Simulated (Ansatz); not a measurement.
C$_{2}$H$_{5}$FOSi$_{2}$

```yaml
atoms:
  - { symbol: O, position_ang: [0.8141, -1.9771, -1.7309] }
  - { symbol: C, position_ang: [0.3947, -0.7057, -1.5759] }
  - { symbol: C, position_ang: [0.1165, -0.0938, -0.3970] }
  - { symbol: Si, position_ang: [0.1297, -0.4552, 1.4847] }
  - { symbol: Si, position_ang: [-0.5254, 1.4453, 0.3878] }
  - { symbol: F, position_ang: [0.4148, 2.8241, 0.3448] }
  - { symbol: H, position_ang: [0.8760, -2.3618, -0.8252] }
  - { symbol: H, position_ang: [0.3089, -0.2109, -2.5598] }
  - { symbol: H, position_ang: [-0.8129, -1.5121, 2.0145] }
  - { symbol: H, position_ang: [1.4946, -0.5841, 2.1164] }
  - { symbol: H, position_ang: [-1.9427, 1.8889, 0.1413] }
```

The calculation used RKS PBE-D4/cc-pVDZ (Ansatz).

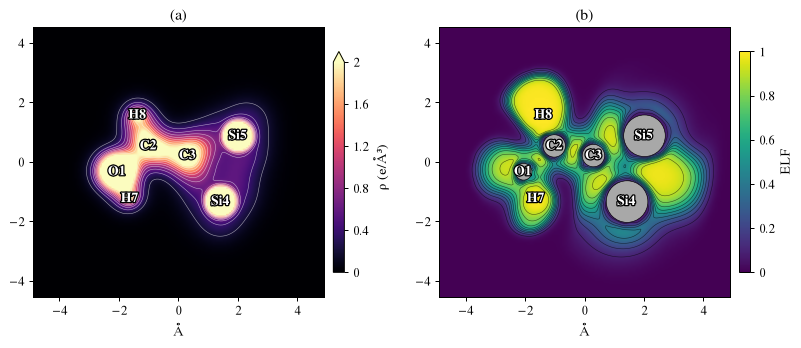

Figure 1. (a) electron density; (b) electron localisation function on the plane of atoms C2, C3 and Si4. Grey discs cover the atomic cores in the ELF map.

Read the bonding off the picture.

Answer. The section cuts through O, C, Si and H sites. C–O (1.35 Å): the density is about 2.3 e/Å³ at the midpoint, with its minimum of 2 e/Å³ about 0.5 Å from C; the ELF peaks at about 0.90 between the atoms, as expected for a shared but strongly polarised pair. C–C (1.36 Å): the density is about 2.1 e/Å³ at the midpoint; the ELF peaks at about 0.95 between the atoms; a covalent bond. C–Si (1.84 Å): the density is about 0.89 e/Å³ at the midpoint; the ELF peaks at about 0.90 between the atoms (a covalent bond). Si–Si (2.29 Å): ρ is about 0.55 e/Å³ halfway; the ELF peaks at about 0.75 between the atoms (localised, covalent bonding). O–H (0.99 Å): ρ is about 3.6 e/Å³ halfway; the ELF climbs to about 1 towards the hydrogen, as it does in any bond to H; a covalent bond by its length. The ELF also peaks beside O1, away from the bonds: lone-pair regions.

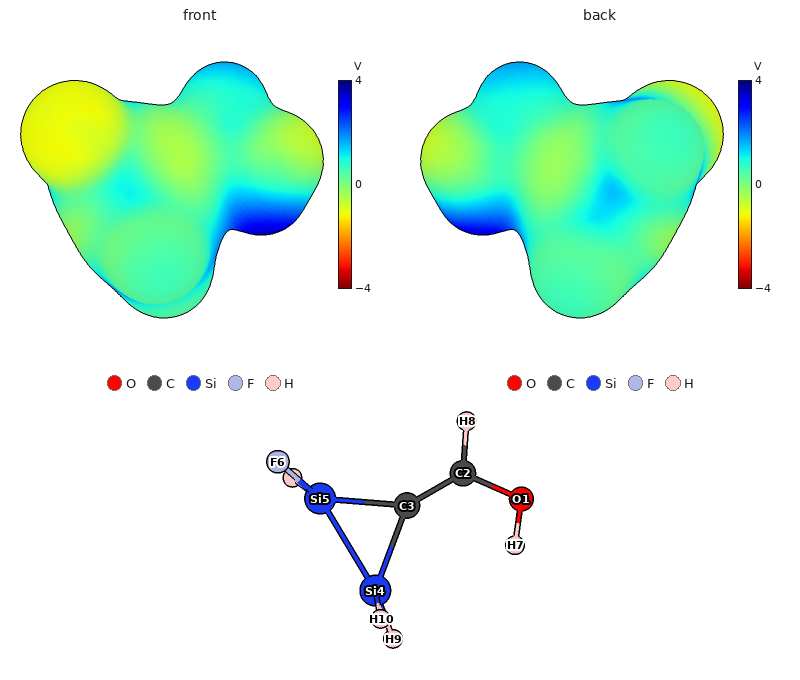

Figure 2. The electrostatic potential painted on the density surface at 0.004 e/bohr³, seen from the front and from behind; red is negative and blue positive. The bare structure is drawn below in the same view.

Describe the electrostatic potential map.

Answer. The most negative region (about −1.1 V) lies over F6, the most positive (about +3.4 V) over H7.

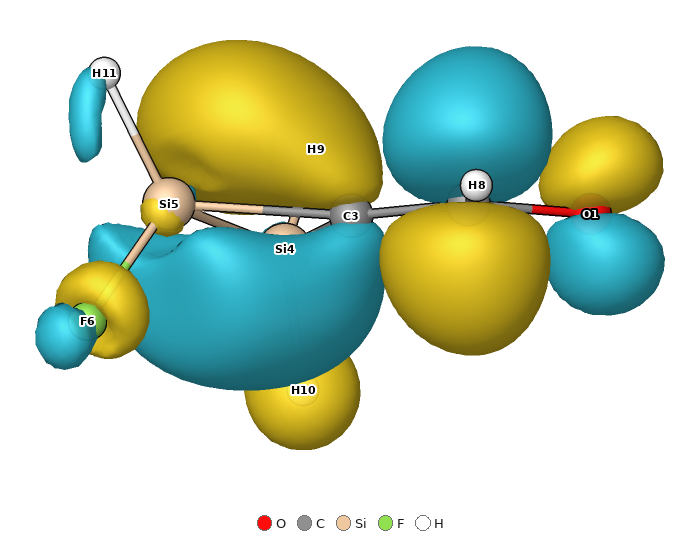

Figure 3. The LUMO at ±0.1 Å⁻³ᐟ² (yellow and cyan are the two phases), seen from one side.

What is the character of this orbital?

Answer. By Hirshfeld shares it lies mainly on C2 (about 30 %), Si5 (about 20 %), Si4 (about 15 %), C3 (about 15 %) and O1 (about 10 %). Its energy is −2.22 eV.
